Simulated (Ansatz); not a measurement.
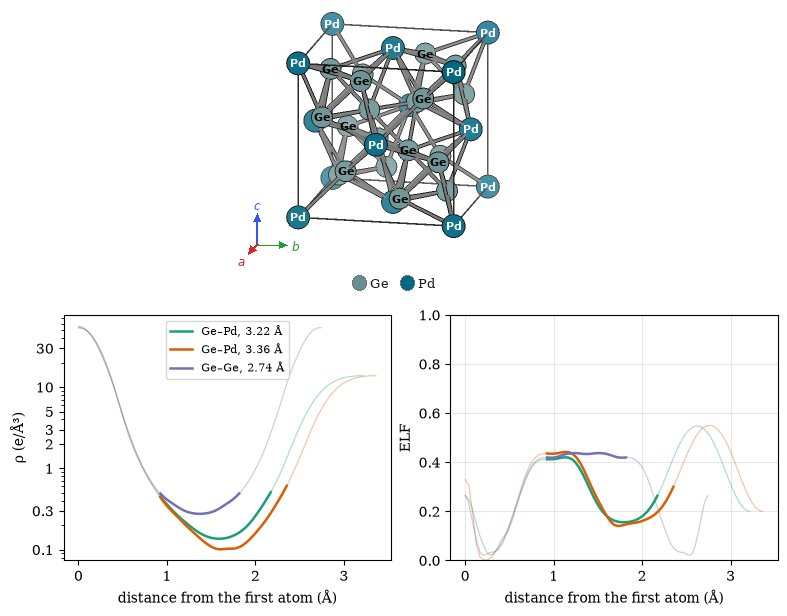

Figure 1: Ge5Pd. Valence electron density and electron localisation function along straight lines between neighbouring atoms. Thin, pale parts lie inside the atomic spheres. The structure is drawn too.

Space group F-43m; a structure generated by program, which may or may not match a known phase.

Method: DFT PBE, scalar-relativistic, plane waves, PAW (Ansatz).

In a PAW calculation such maps are meaningful between the atoms, not at the nuclei.

Input

```
crystal:
  lattice:
    - [0.0, 3.82427869, 3.82427869]
    - [3.82427869, 0.0, 3.82427869]
    - [3.82427869, 3.82427869, 0.0]
  atoms:
    - { symbol: Ge, position: [0.125, 0.625, 0.625] }
    - { symbol: Ge, position: [0.625, 0.625, 0.625] }
    - { symbol: Ge, position: [0.625, 0.125, 0.625] }
    - { symbol: Ge, position: [0.625, 0.625, 0.125] }
    - { symbol: Ge, position: [0.25, 0.25, 0.25] }
    - { symbol: Pd, position: [0.0, 0.0, 0.0] }
basis:
  ecutwfc: 420
kpoints:
  mp_grid: { grid: [8, 8, 8] }
hamiltonian:
  xc: pbe
scf:
  occupations: { method: gaussian, width: 0.1 }
output:
  forces: true
  stress: true
  eigenvalues: true
  write_density: true
  write_potential: true
  elf: true
  volumetric_format: npy
relax:
  adjacent_minimum: "off"
  f_tol: 0.01
  max_steps: 80
  cell: { stress_tol: 0.05 }
```

Run with:

```sh
ansatz run input.yaml --threads 1 --pin off --max-ram 2560MiB --backend cpu --events-out ev --progress --plain --runs-dir out
```

Below, planes, directions and counts refer to the conventional cell (a = 7.76 Å, b = 7.76 Å, c = 7.76 Å, α = 90.00°, β = 90.00°, γ = 90.00°).

The fields are those of the run's last geometry, not of the input's.

> Compare the contacts.

Ge–Pd (3.22 Å): ρ is about 0.14 e/Å³ halfway; the ELF is about 0.20 at the midpoint: no shared electron pair shows on this line.
Ge–Pd (3.36 Å): ρ at the midpoint is about 0.1 e/Å³; the ELF is about 0.15 at the midpoint; no shared electron pair shows on this line.
Ge–Ge (2.74 Å): the density is about 0.28 e/Å³ at the midpoint; the ELF is about 0.45 at the midpoint.
